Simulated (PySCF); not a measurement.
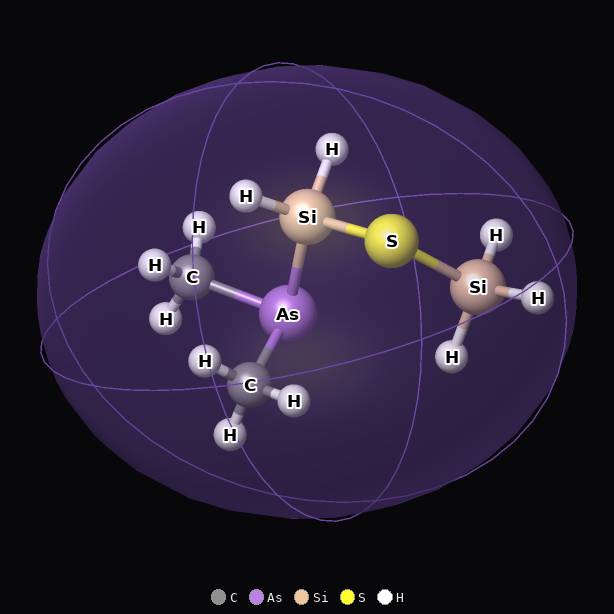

The ellipsoid shows the static dipole polarisability: its half-axes are proportional to the principal values. Computed geometry: GFN2-xTB optimisation. No frequency run is at hand to confirm it as a minimum. Computed with CAM-B3LYP/def2-SVPD (PySCF 2.14.0).

Give the principal values, the mean and the anisotropy.

Principal values 115.6, 125.2, 156.6 bohr³; mean 132.5 bohr³ (19.63 Å³); anisotropy 37.2 bohr³, so the longest axis is 1.35 times the shortest.

The geometry is semi-empirical. Around As, Si such bond lengths and angles can be off by a tenth of an ångström or more and by several degrees, and values that hang on the shape move with them.
